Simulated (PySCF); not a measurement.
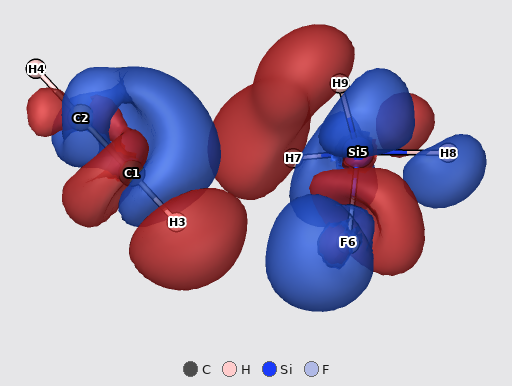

*C₂H₅FSi, SMILES `C#C.[SiH3]F`. Density of the complex less the densities of the two fragments at the same geometry, ±0.0008 e/Å³ (blue: gain, red: loss). Fragment A: H2C2 (atoms 1–4); fragment B: SiH3F.*

Computed with PySCF, HF/def2-SVPD, geometry: GFN2-xTB.

Geometry (Å), atoms numbered from 1:

```
C1      -2.1123   -0.5037    0.0197
C2      -2.9516    0.3451   -0.0125
H3      -1.3747   -1.2506    0.0471
H4      -3.6921    1.0890   -0.0409
Si5      1.3822    0.5565    0.0052
F6       1.3227   -1.0512   -0.0172
H7       0.6202    0.9763   -1.1589
H8       2.7997    0.8732   -0.0784
H9       0.7746    0.9333    1.2708
```

Question: How is the density rearranged on binding?

Answer: Hirshfeld charges show almost no net transfer (under 0.005 e). By Hirshfeld charges, electrons gather most on F6 (−0.004 e) and leave H3 most (+0.005 e); 0.03 e is displaced in all, which induces a dipole of 0.07 D.

Question: What is the interaction energy, and which contacts carry it?

Answer: The counterpoise-corrected interaction energy of the frozen fragments is −0.2 kcal/mol without dispersion correction and −2.2 kcal/mol with D3(BJ). The pair geometry is semi-empirical, not a minimum at this level. Contacts: H3···F6, weak C–H hydrogen bond, 2.71 Å, ρ = 0.004 a.u.; C1···H7, 3.32 Å, ρ = 0.003 a.u. The pose is a local one from a semi-empirical search, not shown to be the most stable.
